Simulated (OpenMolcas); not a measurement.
# Run report: GeH2, geometry relaxation (part 3 of 4)

The same run, continued: GeH2, SMILES [GeH2]; B3LYP/6-31G*, RKS (OpenMolcas 26.06). The geometry comes from this level: PBE0-D4/def2-TZVP.

Geometry of the input (Å):
```
Ge -0.5701  0.4051  -0.2637
H  0.7830  0.7436  0.5090
H  -0.2129  -1.1487  -0.2453
```

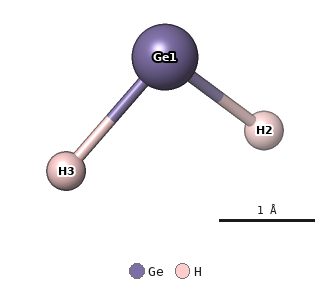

Fig. 1: The starting structure (ball-and-stick view, seen at a tilt; atoms are numbered from 1 in the order of the input). Sticks mark near contacts.

Log, continued:
```
::    Total KS-DFT energy                           -2077.9150881192
      One-electron energy                           -3000.9982028876
      Two-electron energy                             901.7981800849
      Nuclear repulsion energy                         21.2849346835
      Kinetic energy (interpolated)                  2072.8311407211
      Virial theorem                                    1.0024526587
      Total spin, S(S+1)                                0.0000000000
      Total spin, S                                     0.0000000000
      Max non-diagonal density matrix element           0.0000017522
      Max non-diagonal Fock matrix element              0.0000009488

      No orbitals printed

++    Molecular charges:
      ------------------

      Mulliken charges per centre
      ---------------------------

                GE1     H2      H3
      Total   31.9521  1.0240  1.0239

      N-E      0.0479 -0.0240 -0.0239

      Total electronic charge=   34.000000

      Total            charge=   -0.000000
--

++    Molecular properties:
      ---------------------

      Charge (e):
                      =   -0.0000
      Dipole Moment (debye):
      Origin of the operator (angstrom)=   -0.5544    0.3939   -0.2564
                   X=  4.6226E-02               Y= -3.3341E-02               Z=  2.1326E-02           Total=  6.0854E-02
      Quadrupole Moment (debye*angstrom):
      Origin of the operator (angstrom)=   -0.5544    0.3939   -0.2564
                  XX= -2.0393E+01              XY=  9.1336E-01              XZ= -2.2046E+00              YY= -2.0795E+01
                  YZ= -2.9836E-02              ZZ= -1.7342E+01
      In traceless form (debye*angstrom)
                  XX= -1.3246E+00              XY=  1.3700E+00              XZ= -3.3069E+00              YY= -1.9280E+00
                  YZ= -4.4754E-02              ZZ=  3.2527E+00
--

--- Stop Module: last_energy /rc=_RC_ALL_IS_WELL_ ---

>>> END DO

>>> COPY calc.Opt.xyz final.xyz

>>> COPY calc.slapaf.h5 final.slapaf.h5

--- Start Module: mckinley ---

                                             &MCKINLEY

                       available to each process: 1.9 GB of memory, 1 thread

--- Stop Module: mckinley /rc=_RC_INVOKED_OTHER_MODULE_ ---

--- Start Module: slapaf ---

                                              &SLAPAF

                       available to each process: 1.9 GB of memory, 1 thread

++       Slapaf input parameters:
         ------------------------

 Maximum number of iterations:                 0
 Convergence test a la Schlegel.
 Convergence criterion on gradient/para.<=: 3.0E-04
 Convergence criterion on step/parameter<=: 3.0E-04
 Convergence criterion on energy change <=: 0.0E+00
 Parameters for step-restricted optimization
 Maximum step length (initial seed):       3.00E-01

 -RFO activated with parameters:
   Maximum number of data points used in RFO:      5
 Line search is performed

 -Optimization for transition state.
  Optimization method: RS-P-RFO
  No mode to follow is specified!
  Optimization will follow mode with the lowest eigenvalue.

 -Initial Hessian guess is estimated with finite differences.
    Two point symmetric formula, Delta= 1.00E-02

 -Hessian update method: Broyden-Fletcher-Goldfarb-Shanno
  Maximum number of points in Hessian update:  5

 -Relaxation will be done on non-redundant internal coordinates, based on
  force constant weighted redundant internal coordinates.

--

 ******************************************
 * Statistics of the internal coordinates *
 ******************************************
 Translations and Rotations:         0
 Bonds                     :         2
 Angles                    :         1
 Torsions                  :         0
 Out-of-plane angles       :         0

  Accumulate the gradient for selected numerical differentiation.
     1 of     7
--- Stop Module: slapaf /rc=_RC_CONTINUE_LOOP_ ---

--- Start Module: seward ---
--- Stop Module: seward /rc=_RC_ALL_IS_WELL_ ---

--- Start Module: scf ---
--- Stop Module: scf /rc=_RC_ALL_IS_WELL_ ---

--- Start Module: slapaf ---
--- Stop Module: slapaf /rc=_RC_INVOKED_OTHER_MODULE_ ---

--- Start Module: alaska ---
--- Stop Module: alaska /rc=_RC_ALL_IS_WELL_ ---

--- Start Module: slapaf ---
  Accumulate the gradient for selected numerical differentiation.
     2 of     7
--- Stop Module: slapaf /rc=_RC_CONTINUE_LOOP_ ---

>>> END DO

>>> IF (ITER != 1)

--- Start Module: seward ---
--- Stop Module: seward /rc=_RC_ALL_IS_WELL_ ---

--- Start Module: scf ---
--- Stop Module: scf /rc=_RC_ALL_IS_WELL_ ---

--- Start Module: slapaf ---
--- Stop Module: slapaf /rc=_RC_INVOKED_OTHER_MODULE_ ---

--- Start Module: alaska ---
--- Stop Module: alaska /rc=_RC_ALL_IS_WELL_ ---

--- Start Module: slapaf ---
  Accumulate the gradient for selected numerical differentiation.
     3 of     7
--- Stop Module: slapaf /rc=_RC_CONTINUE_LOOP_ ---

>>> END DO

>>> IF (ITER != 1)

--- Start Module: seward ---
--- Stop Module: seward /rc=_RC_ALL_IS_WELL_ ---

--- Start Module: scf ---
--- Stop Module: scf /rc=_RC_ALL_IS_WELL_ ---

--- Start Module: slapaf ---
--- Stop Module: slapaf /rc=_RC_INVOKED_OTHER_MODULE_ ---

--- Start Module: alaska ---
--- Stop Module: alaska /rc=_RC_ALL_IS_WELL_ ---

--- Start Module: slapaf ---
  Accumulate the gradient for selected numerical differentiation.
     4 of     7
--- Stop Module: slapaf /rc=_RC_CONTINUE_LOOP_ ---

>>> END DO

>>> IF (ITER != 1)

--- Start Module: seward ---
--- Stop Module: seward /rc=_RC_ALL_IS_WELL_ ---

--- Start Module: scf ---
--- Stop Module: scf /rc=_RC_ALL_IS_WELL_ ---

--- Start Module: slapaf ---
--- Stop Module: slapaf /rc=_RC_INVOKED_OTHER_MODULE_ ---

--- Start Module: alaska ---
--- Stop Module: alaska /rc=_RC_ALL_IS_WELL_ ---

--- Start Module: slapaf ---
  Accumulate the gradient for selected numerical differentiation.
     5 of     7
--- Stop Module: slapaf /rc=_RC_CONTINUE_LOOP_ ---

>>> END DO

>>> IF (ITER != 1)

--- Start Module: seward ---
--- Stop Module: seward /rc=_RC_ALL_IS_WELL_ ---

--- Start Module: scf ---
--- Stop Module: scf /rc=_RC_ALL_IS_WELL_ ---

--- Start Module: slapaf ---
--- Stop Module: slapaf /rc=_RC_INVOKED_OTHER_MODULE_ ---

--- Start Module: alaska ---
--- Stop Module: alaska /rc=_RC_ALL_IS_WELL_ ---

--- Start Module: slapaf ---
  Accumulate the gradient for selected numerical differentiation.
     6 of     7
--- Stop Module: slapaf /rc=_RC_CONTINUE_LOOP_ ---

>>> END DO

>>> IF (ITER != 1)

--- Start Module: seward ---
--- Stop Module: seward /rc=_RC_ALL_IS_WELL_ ---

--- Start Module: scf ---
--- Stop Module: scf /rc=_RC_ALL_IS_WELL_ ---

--- Start Module: slapaf ---
--- Stop Module: slapaf /rc=_RC_INVOKED_OTHER_MODULE_ ---

--- Start Module: alaska ---
--- Stop Module: alaska /rc=_RC_ALL_IS_WELL_ ---

--- Start Module: slapaf ---

  Numerical differentiation is finished!

 Observe that the harmonic oscillator analysis is only valid at stationary points!

 Note that rotational and translational degrees have been automatically removed,
 if the energy is invariant to these degrees of freedom.

 Harmonic frequencies in cm-1

 IR Intensities in km/mol

                        1         2         3

     Frequency:     i2652.68    937.83   1868.52

     Intensity:    3.903E+02 5.283E+01 3.609E+02
     Red. mass:      1.02143   1.02185   1.02054

     GE1        x   -0.00606  -0.01040  -0.00996
     GE1        y   -0.01118   0.00755   0.00711
     GE1        z   -0.00456  -0.00479  -0.00460
     H2         x    0.59719   0.16410   0.58842
     H2         y    0.13908  -0.67964   0.16553
     H2         z    0.33987   0.01232   0.33809
     H3         x   -0.15238   0.59884   0.14194
     H3         y    0.68125   0.12553  -0.68674
     H3         z   -0.00577   0.33923  -0.00051

++ Thermochemistry

 *********************
 *                   *
 *  THERMOCHEMISTRY  *
 *                   *
 *********************

 Mass-centered Coordinates (angstrom):
 ********************************************************
 Label        X           Y           Z          Mass
 --------------------------------------------------------
 GE1       -0.000000   -0.030139   -0.000113     73.92118
 H2        -0.000000    1.101168    1.143719      1.00783
 H3         0.000000    1.109453   -1.135404      1.00783
 --------------------------------------------------------
 Molecular mass:   75.936828
 Rotational Constants (cm-1):    3.2751    6.4402    6.6638
 Rotational Constants (GHz) :   98.1836  193.0726  199.7762
 Rotational temperatures (K):    4.7121    9.2660    9.5877
 Rotational Symmetry factor:  1
  *** Warning:                     1  vibrational contributions removed.
 Vibrational temperature (K):
   1349.32  2688.38
 Number of trans. and rot. degrees of freedom:  6
 ZPVE                 4.012 kcal/mol      0.006393 au.
 ZPVE corrected energy                -2077.908687 au.

 *****************************************************
 Temperature =     0.00 kelvin, Pressure =   1.00 atm
 -----------------------------------------------------
 Molecular Partition Function and Molar Entropy:
                        q/V (M**-3)    S(kcal/mol*K)
 Electronic            1.000000E+00        0.000
 Translational         1.000000E+00        0.000
 Rotational            1.000000E+00        2.981
 Vibrational           1.000000E+00        0.000
 TOTAL                 1.000000E+00        2.981

 Thermal contributions to INTERNAL ENERGY:
 Electronic           0.000 kcal/mol      0.000000 au.
 Translational        0.000 kcal/mol      0.000000 au.
 Rotational           0.000 kcal/mol      0.000000 au.
 Vibrational          4.012 kcal/mol      0.006393 au.
 TOTAL                4.012 kcal/mol      0.006393 au.

 Thermal contributions to
 ENTHALPY             4.012 kcal/mol      0.006393 au.
 GIBBS FREE ENERGY    4.012 kcal/mol      0.006393 au.

 Sum of energy and thermal contributions
 INTERNAL ENERGY                      -2077.908687 au.
 ENTHALPY                             -2077.908687 au.
 GIBBS FREE ENERGY                    -2077.908687 au.
 -----------------------------------------------------

 *****************************************************
 Temperature =   100.00 kelvin, Pressure =   1.00 atm
 -----------------------------------------------------
 Molecular Partition Function and Molar Entropy:
                        q/V (M**-3)    S(kcal/mol*K)
 Electronic            1.000000E+00        0.000
 Translational         3.932593E+27       33.470
 Rotational            8.662917E+01       11.847
 Vibrational           1.706999E-09        0.000
 TOTAL                 5.815356E+20       45.317

 Thermal contributions to INTERNAL ENERGY:
 Electronic           0.000 kcal/mol      0.000000 au.
 Translational        0.298 kcal/mol      0.000475 au.
 Rotational           0.298 kcal/mol      0.000475 au.
 Vibrational          4.012 kcal/mol      0.006393 au.
 TOTAL                4.608 kcal/mol      0.007343 au.

 Thermal contributions to
 ENTHALPY             4.807 kcal/mol      0.007660 au.
 GIBBS FREE ENERGY    0.275 kcal/mol      0.000438 au.

 Sum of energy and thermal contributions
 INTERNAL ENERGY                      -2077.907737 au.
 ENTHALPY                             -2077.907420 au.
 GIBBS FREE ENERGY                    -2077.914642 au.
 -----------------------------------------------------

 *****************************************************
 Temperature =   273.15 kelvin, Pressure =   1.00 atm
 -----------------------------------------------------
 Molecular Partition Function and Molar Entropy:
                        q/V (M**-3)    S(kcal/mol*K)
 Electronic            1.000000E+00        0.000
 Translational         1.775337E+28       38.462
 Rotational            3.910803E+02       14.842
 Vibrational           6.212540E-04        0.086
 TOTAL                 4.313362E+27       53.391

 Thermal contributions to INTERNAL ENERGY:
 Electronic           0.000 kcal/mol      0.000000 au.
 Translational        0.814 kcal/mol      0.001298 au.
 Rotational           0.814 kcal/mol      0.001298 au.
 Vibrational          4.031 kcal/mol      0.006425 au.
 TOTAL                5.660 kcal/mol      0.009020 au.

 Thermal contributions to
 ENTHALPY             6.203 kcal/mol      0.009885 au.
 GIBBS FREE ENERGY   -8.381 kcal/mol     -0.013356 au.

 Sum of energy and thermal contributions
 INTERNAL ENERGY                      -2077.906061 au.
 ENTHALPY                             -2077.905196 au.
 GIBBS FREE ENERGY                    -2077.928436 au.
 -----------------------------------------------------

 *****************************************************
 Temperature =   298.15 kelvin, Pressure =   1.00 atm
 -----------------------------------------------------
 Molecular Partition Function and Molar Entropy:
                        q/V (M**-3)    S(kcal/mol*K)
 Electronic            1.000000E+00        0.000
 Translational         2.024562E+28       38.897
 Rotational            4.459810E+02       15.103
 Vibrational           1.158930E-03        0.122
 TOTAL                 1.046417E+28       54.123

 Thermal contributions to INTERNAL ENERGY:
 Electronic           0.000 kcal/mol      0.000000 au.
 Translational        0.889 kcal/mol      0.001416 au.
 Rotational           0.889 kcal/mol      0.001416 au.
 Vibrational          4.042 kcal/mol      0.006441 au.
 TOTAL                5.819 kcal/mol      0.009274 au.

 Thermal contributions to
 ENTHALPY             6.412 kcal/mol      0.010218 au.
 GIBBS FREE ENERGY   -9.725 kcal/mol     -0.015498 au.

 Sum of energy and thermal contributions
 INTERNAL ENERGY                      -2077.905807 au.
 ENTHALPY                             -2077.904862 au.
 GIBBS FREE ENERGY                    -2077.930578 au.
 -----------------------------------------------------

 *****************************************************
 Temperature =   323.15 kelvin, Pressure =   1.00 atm
 -----------------------------------------------------
 Molecular Partition Function and Molar Entropy:
                        q/V (M**-3)    S(kcal/mol*K)
 Electronic            1.000000E+00        0.000
 Translational         2.284469E+28       39.298
 Rotational            5.032345E+02       15.343
 Vibrational           1.966131E-03        0.165
 TOTAL                 2.260310E+28       54.806

 Thermal contributions to INTERNAL ENERGY:
 Electronic           0.000 kcal/mol      0.000000 au.
 Translational        0.963 kcal/mol      0.001535 au.
 Rotational           0.963 kcal/mol      0.001535 au.
 Vibrational          4.055 kcal/mol      0.006462 au.
 TOTAL                5.982 kcal/mol      0.009532 au.

 Thermal contributions to
 ENTHALPY             6.624 kcal/mol      0.010556 au.
 GIBBS FREE ENERGY  -11.087 kcal/mol     -0.017668 au.

 Sum of energy and thermal contributions
 INTERNAL ENERGY                      -2077.905548 au.
 ENTHALPY                             -2077.904525 au.
 GIBBS FREE ENERGY                    -2077.932748 au.
 -----------------------------------------------------

 *****************************************************
 Temperature =   373.15 kelvin, Pressure =   1.00 atm
 -----------------------------------------------------
 Molecular Partition Function and Molar Entropy:
                        q/V (M**-3)    S(kcal/mol*K)
 Electronic            1.000000E+00        0.000
 Translational         2.834681E+28       40.012
 Rotational            6.244380E+02       15.772
 Vibrational           4.597244E-03        0.265
 TOTAL                 8.137500E+28       56.049

 Thermal contributions to INTERNAL ENERGY:
 Electronic           0.000 kcal/mol      0.000000 au.
 Translational        1.112 kcal/mol      0.001773 au.
 Rotational           1.112 kcal/mol      0.001773 au.
 Vibrational          4.090 kcal/mol      0.006518 au.
 TOTAL                6.315 kcal/mol      0.010063 au.

 Thermal contributions to
 ENTHALPY             7.056 kcal/mol      0.011245 au.
 GIBBS FREE ENERGY  -13.859 kcal/mol     -0.022085 au.

 Sum of energy and thermal contributions
 INTERNAL ENERGY                      -2077.905017 au.
 ENTHALPY                             -2077.903836 au.
 GIBBS FREE ENERGY                    -2077.937166 au.
 -----------------------------------------------------

 *****************************************************
 Temperature =   473.15 kelvin, Pressure =   1.00 atm
 -----------------------------------------------------
 Molecular Partition Function and Molar Entropy:
                        q/V (M**-3)    S(kcal/mol*K)
 Electronic            1.000000E+00        0.000
 Translational         4.047410E+28       41.192
 Rotational            8.915843E+02       16.480
 Vibrational           1.493651E-02        0.511
 TOTAL                 5.389998E+29       58.183

 Thermal contributions to INTERNAL ENERGY:
 Electronic           0.000 kcal/mol      0.000000 au.
 Translational        1.410 kcal/mol      0.002248 au.
 Rotational           1.410 kcal/mol      0.002248 au.
 Vibrational          4.194 kcal/mol      0.006684 au.
 TOTAL                7.015 kcal/mol      0.011179 au.

 Thermal contributions to
 ENTHALPY             7.955 kcal/mol      0.012678 au.
 GIBBS FREE ENERGY  -19.574 kcal/mol     -0.031193 au.

 Sum of energy and thermal contributions
 INTERNAL ENERGY                      -2077.903901 au.
 ENTHALPY                             -2077.902403 au.
 GIBBS FREE ENERGY                    -2077.946273 au.
 -----------------------------------------------------
--

++    Isotopic shifts:
      ----------------

 ****************************************
 * Isotope shifted frequencies in cm-1  *
 ****************************************

  Single substitutions:
  -----------------------
```
